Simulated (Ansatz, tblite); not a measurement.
# (HBAsH)3 ring (B3As3H6): spin states and exact exchange

Is the singlet the ground state of (HBAsH)3 ring (B3As3H6)? Other spin states are computed and compared level by level.

Program: Ansatz 0.2.0, Gaussian basis. Level of theory: as each input shows. These are calculated values, not measurements.

The runs, in order: triplet, at the geometry of the singlet (GFN1-xTB, GFN2-xTB, PBE0-D4/def2-TZVP, PBE-D4/def2-TZVP, r2SCAN-D4/def2-TZVP); the singlet's energies come from earlier runs.

2 further runs of the same task are left out: 2 set aside as unsound or not needed.

### Step 1. The structure

The geometry is that of the singlet, from an earlier relaxation (PBE-D4/def2-SVP).

12 atoms, charge 0, spin multiplicity 1.

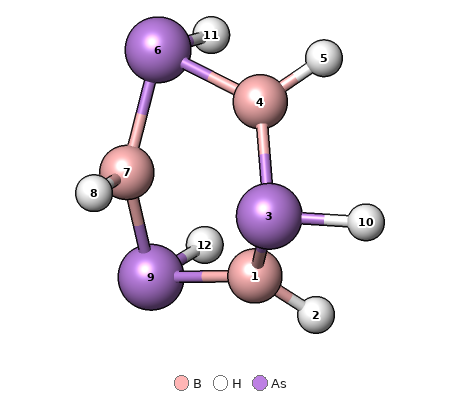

The geometry (boron pink, hydrogen white, arsenic purple); atoms are numbered from 1 in the order of the file.

### Step 2. Triplet at the fixed geometry, GFN1-xTB

Tight binding, by tblite at 300 K electronic temperature and without a spin-polarisation term:

```python
tblite.interface.Calculator('GFN1-xTB', numbers, positions, charge=0, uhf=2).singlepoint()
```

Energy -391.5002 eV; 0.012 s.

### Step 3. Triplet at the fixed geometry, GFN2-xTB

Tight binding, by tblite at 300 K electronic temperature and without a spin-polarisation term:

```python
tblite.interface.Calculator('GFN2-xTB', numbers, positions, charge=0, uhf=2).singlepoint()
```

Energy -372.3413 eV; 0.011 s.

### Step 4. Triplet at the fixed geometry, PBE0-D4/def2-TZVP

in.yaml reads:

```yaml
crystal:
  periodic: [false, false, false]
  atoms:
    - {symbol: B, position_ang: [-0.682307, -1.181243, -0.773893]}
    - {symbol: H, position_ang: [-0.785165, -1.512146, -1.938964]}
    - {symbol: As, position_ang: [1.081776, -1.563469, 0.113326]}
    - {symbol: B, position_ang: [1.491023, 0.398790, 0.278474]}
    - {symbol: H, position_ang: [2.417748, 0.816409, -0.388062]}
    - {symbol: As, position_ang: [0.517923, 1.798173, 1.395509]}
    - {symbol: B, position_ang: [-0.912259, 0.410004, 1.268381]}
    - {symbol: H, position_ang: [-0.708322, -0.439522, 2.122662]}
    - {symbol: As, position_ang: [-2.319210, -0.264415, 0.021683]}
    - {symbol: H, position_ang: [1.926302, -1.902410, -1.121869]}
    - {symbol: H, position_ang: [0.295539, 2.671768, 0.145377]}
    - {symbol: H, position_ang: [-2.323058, 0.768061, -1.122616]}
basis:
  gaussian: {orbitals: def2-TZVP}
magnetization: {spin_polarized: true, initial_magnetization: 2}
hamiltonian: {xc: pbe0, dispersion: d4}
scf: {omitted_lower_state_checks: [starts]}
output: {orbitals: {seedname: orbitals}}
```

Launch:

```
> ansatz run in.yaml --threads 4 --pin off --events-out ev --progress --plain --max-ram 8704MiB
```

Log:

```text
Functional definition: PBE0
  name "PBE0"
  cite "Adamo & Barone, J. Chem. Phys. 110, 6158 (1999) doi:10.1063/1.478522"
  cite "Perdew, Burke & Ernzerhof, Phys. Rev. Lett. 77, 3865 (1996) doi:10.1103/PhysRevLett.77.3865"
  parent pbe
  parameter a = 0.25
  parameter kappa = 0.804
  parameter beta = 0.06672455060314922
  exchange = (1 - a)*pbe_x(kappa = kappa, mu = beta*pi^2/3) + a*exact_x
  correlation = pbe_c(beta = beta)
these checks for a lower state are left out or cut short: starts
2040 factors; their error is unknown
mean field evaluation 1: about -184615.3342 eV, gradient 3.2e1 eV
mean field evaluation 2: about -184601.4068 eV, gradient 5.5e1 eV
mean field evaluation 4: about -184619.7450 eV, gradient 1.5e1 eV
mean field evaluation 8: about -184621.4609 eV, gradient 1.6e0 eV
mean field evaluation 16: about -184622.2977 eV, gradient 1.1e-1 eV
mean field -184622.29822519 eV, -6784.7443182873 hartree, gradient 6.7e-6 eV, S^2 2.011640; 0 other end points of the search recorded, 0 dependent functions left out
reference -184622.29826279 eV, -6784.7443196690 hartree; 61, 59 occupied and 212, 214 virtual orbitals, 2040 factors
Total energy: -184622.72422136 eV, -6784.7599733579 hartree
Checks for a lower state left out: starts
```

Wall time 70 s (4 threads of Arm Neoverse V1, shared host); peak memory 2.8 GiB.

Report: HOMO -4.52 eV, LUMO -5.73 eV (over both spins; with the spin held, an empty level of the minority spin lies below the top filled one); ⟨S²⟩ 2.012 (pure: 2.00).

### Step 5. Triplet at the fixed geometry, PBE-D4/def2-TZVP

start.molden holds the orbitals of an earlier run on this state, given as this run's starting guess.

in.yaml: that of step 4 with these lines changed.

```diff
@@ -16,5 +16,5 @@
 basis:
-  gaussian: {orbitals: def2-TZVP}
+  gaussian: {orbitals: def2-TZVP, initial_orbitals: start.molden}
 magnetization: {spin_polarized: true, initial_magnetization: 2}
-hamiltonian: {xc: pbe0, dispersion: d4}
+hamiltonian: {xc: pbe, dispersion: d4}
 scf: {omitted_lower_state_checks: [starts]}
```

Same command.

Log:

```text
Functional definition: PBE
  name "PBE"
  cite "Perdew, Burke & Ernzerhof, Phys. Rev. Lett. 77, 3865 (1996) doi:10.1103/PhysRevLett.77.3865"
  parent pbe
  parameter kappa = 0.804
  parameter beta = 0.06672455060314922
  exchange = pbe_x(kappa = kappa, mu = beta*pi^2/3)
  correlation = pbe_c(beta = beta)
these checks for a lower state are left out or cut short: starts
1890 factors; their error is unknown
mean field evaluation 1: about -184616.4193 eV, gradient 1.0e1 eV
mean field evaluation 2: about -184616.6361 eV, gradient 3.4e-1 eV
mean field evaluation 4: about -184616.6239 eV, gradient 2.0e-2 eV
mean field evaluation 8: about -184616.6392 eV, gradient 4.8e-1 eV
mean field -184616.66048764 eV, -6784.5371352539 hartree, gradient 1.4e-5 eV, S^2 2.007494; 0 other end points of the search recorded, 0 dependent functions left out
reference -184616.66053791 eV, -6784.5371371012 hartree; 61, 59 occupied and 212, 214 virtual orbitals, 1890 factors
Total energy: -184617.15488005 eV, -6784.5553038396 hartree
Checks for a lower state left out: starts
```

Run time: 28 s. Hardware: 4 threads of Arm Neoverse V1, shared host; peak memory 1.2 GiB.

From the report: HOMO -3.64 eV, LUMO -6.24 eV (over both spins; with the spin held, an empty level of the minority spin lies below the top filled one); ⟨S²⟩ 2.007 (pure: 2.00).

### Step 6. Triplet at the fixed geometry, r2SCAN-D4/def2-TZVP

in.yaml: that of step 5 with these lines changed.

```diff
@@ -18,3 +18,3 @@
 magnetization: {spin_polarized: true, initial_magnetization: 2}
-hamiltonian: {xc: pbe, dispersion: d4}
+hamiltonian: {xc: r2scan, dispersion: d4}
 scf: {omitted_lower_state_checks: [starts]}
```

The command is unchanged.

Log, shortened:

```text
Functional definition: r2SCAN
  name "r2SCAN"
  cite "Furness, Kaplan, Ning, Perdew & Sun, J. Phys. Chem. Lett. 11, 8208 (2020) doi:10.1021/acs.jpclett.0c02405"
  cite "Furness, Kaplan, Ning, Perdew & Sun, J. Phys. Chem. Lett. 11, 9248 (2020) doi:10.1021/acs.jpclett.0c03077"
  parent r2scan
[...]
1890 factors; their error is unknown
[...]
mean field -184645.51750970 eV, -6785.5976112544 hartree, gradient 2.3e-6 eV, S^2 2.018796; 0 other end points of the search recorded, 0 dependent functions left out
reference -184645.51752723 eV, -6785.5976118989 hartree; 61, 59 occupied and 212, 214 virtual orbitals, 1890 factors
Total energy: -184645.63101920 eV, -6785.6017826517 hartree
Checks for a lower state left out: starts
```

Run time: 74 s. Hardware: 4 threads of Arm Neoverse V1, shared host; peak memory 1.3 GiB.

From the report: HOMO -3.95 eV, LUMO -6.30 eV (over both spins; with the spin held, an empty level of the minority spin lies below the top filled one); ⟨S²⟩ 2.019 (pure: 2.00).

### Step 7. Triplet less singlet, vertical

The singlet's energies are those of its earlier runs, whose logs aren't repeated here.

| level | triplet less singlet, vertical (kcal/mol) | time |
| --- | --- | --- |
| GFN1-xTB | +54.7 | 0.022 s |
| GFN2-xTB | +57.8 | 0.019 s |
| PBE-D4/def2-TZVP | +64.2 | 35 s |
| r2SCAN-D4/def2-TZVP | +66.5 | 85 s |
| PBE0-D4/def2-TZVP | +69.6 | 81 s |

Times add the two runs; a level without a time comes out of a correlated run. Tight binding without a spin term can't rank spin states.

### Step 8. Outcome

```
                                                quantity                                       value
triplet less singlet, vertical, functionals in def2-TZVP  +64.2 (PBE-D4) to +69.6 kcal/mol (PBE0-D4)
```

In words: All functionals put the triplet above the singlet, over a spread of 5.4 kcal/mol. The checks for a lower triplet were left out, so another state of that spin may lie lower. These are electronic energies, without zero-point motion, entropy or surroundings.
